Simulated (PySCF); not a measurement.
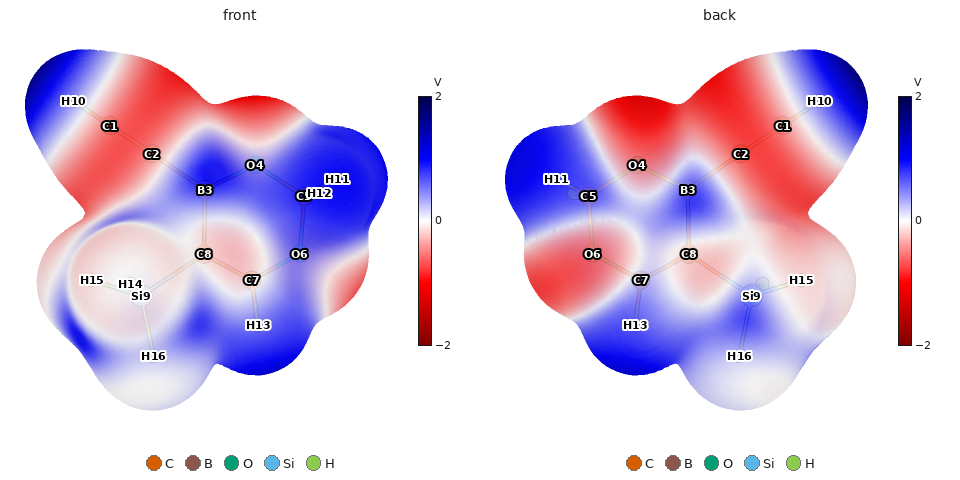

C₅H₇BO₂Si. The electrostatic potential painted on the density surface at 0.002 e/bohr³, seen from the front and from behind; the colour scale runs from red (negative) to blue (positive).

Geometry: GFN2-xTB.

Computed with PySCF 2.14.0, wB97X-D/def2-SVPD, SCF density, gas phase.

```xyz
16

C    -1.2359    3.0809    0.1922
C    -0.5455    2.0960    0.2148
B     0.3134    0.8442    0.2502
O     1.6615    1.0000    0.2349
C     2.4695   -0.1254    0.3046
O     1.9779   -1.2646   -0.3517
C     0.6444   -1.5059   -0.2125
C    -0.2669   -0.6028    0.1727
Si   -2.0720   -1.0696    0.3516
H    -1.8371    3.9439    0.1728
H     3.4330    0.1056   -0.1656
H     2.6324   -0.3736    1.3732
H     0.4254   -2.5285   -0.4976
H    -2.4544   -0.9768    1.7649
H    -2.9064   -0.1634   -0.4385
H    -2.2470   -2.4512   -0.1098
```

Question: Where is the surface potential most negative and most positive?

Answer: The most negative region (about −1.1 V, or −25 kcal/mol for a unit charge) lies over O4, the most positive (about +1.6 V, or +37 kcal/mol for a unit charge) over H10. O4 is the likeliest acceptor of a hydrogen bond.
